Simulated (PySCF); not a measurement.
C4H10Si2, SMILES C[SiH](C#C[SiH3])C at its GFN2-xTB optimised geometry (Å):

```
16

Si    -0.4769    -0.3163     0.0000
C     -1.0609    -1.1576     1.5386
C     -1.4433    -1.7087     2.5474
Si    -2.0133    -2.5544     4.0983
C     -1.3573    -1.5743     5.5909
C     -1.3145    -4.3237     4.1091
H     -0.9891     1.0571     0.0000
H     -0.9892    -1.0571    -1.1564
H      0.9892    -0.3163     0.0000
H     -3.4870    -2.5789     4.1007
H     -0.2719    -1.5229     5.5858
H     -1.7328    -0.5554     5.5835
H     -1.6614    -2.0307     6.5289
H     -1.6256    -4.8667     4.9973
H     -1.6576    -4.8835     3.2440
H     -0.2281    -4.3216     4.0876
```

Method: B3LYP/def2-TZVP (PySCF 2.14.0). Cells within 0.4 Å of a nucleus heavier than hydrogen are left out (blank, or x).

Map of the electrostatic potential (hartree/e), clipped to [-0.08, 0.12] on the plane z = 1.5 Å:

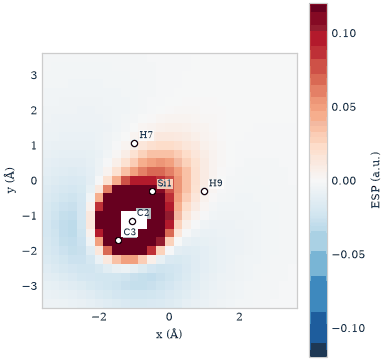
Figure. Electrostatic potential (hartree/e), clipped to [-0.08, 0.12] on the plane z = 1.5 Å.
